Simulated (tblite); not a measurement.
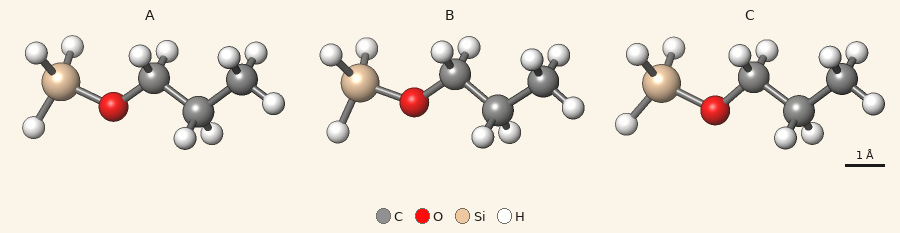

3 geometries from one relaxation of C3H10OSi, in shuffled order. The picture is a ball-and-stick view, seen at a tilt.

The calculation used GFN2-xTB geometry optimisation, gas phase (tblite 0.8.0). 

Order the frames from highest to lowest energy.

Answer. C, A, B. They are steps 0, 10, 44, at +3.92 kcal/mol, +0.63 kcal/mol relative to the last. The largest move after the best rigid fit is that of an H atom, 0.38 Å. Largest moves by element: H 0.38 Å, O 0.21 Å, C 0.09 Å, Si 0.04 Å. Some distances before and after: O–Si 1.667 → 1.617 Å, H–Si 1.490 → 1.452 Å, C–O 1.427 → 1.397 Å, C–C 1.544 → 1.526 Å. Bond angles that change, for instance: C–O–Si 117.2° → 129.8°, O–Si–H 108.9° → 99.1°, H–Si–H 110.2° → 113.7°. After 44 geometry steps the energy has fallen by 3.92 kcal/mol.
